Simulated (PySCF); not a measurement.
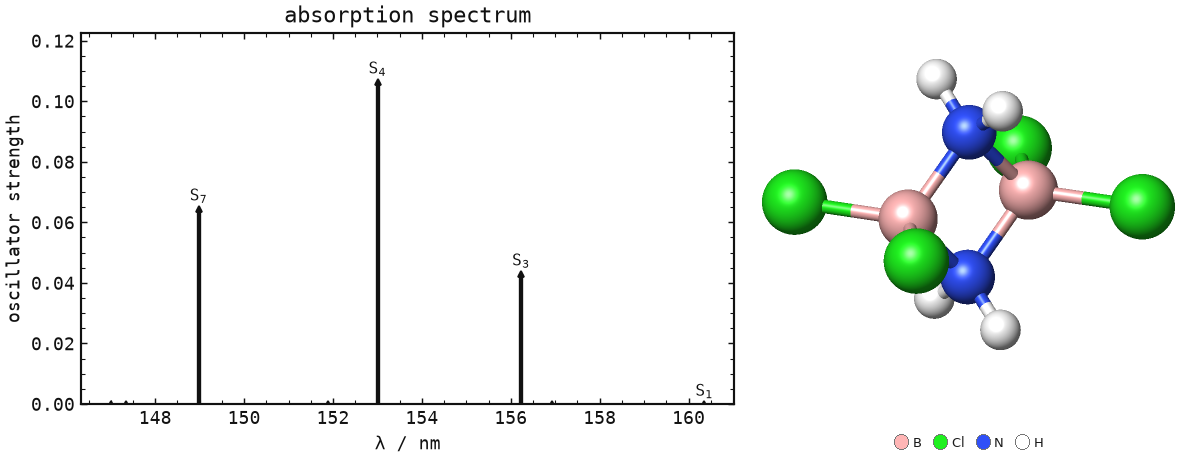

Computed absorption of B₂N₂H₄Cl₄. Vertical TDDFT excitations, CAM-B3LYP/def2-SVPD, PySCF, at a PBE0-D3(BJ)/def2-SVP geometry (no frequency check), gas phase. Only the first 10 singlet excitations are included. States within 0.01 eV of each other are merged, with their strengths summed. The highest state may be half of a pair whose partner wasn't computed.

**Which of the computed transitions is the brightest, and what character does the calculation give it?**

S4 at 8.10 eV (153 nm), f = 0.107, mainly HOMO−3 → LUMO (64 %) (S5/S6 lies within 0.06 eV, too close to order).

**Does any vertical transition fall in the visible?**

No singlet lies below 3.1 eV (beyond 400 nm), so at this level no vertical transition falls in the visible.

Note: core orbitals are frozen in the response.
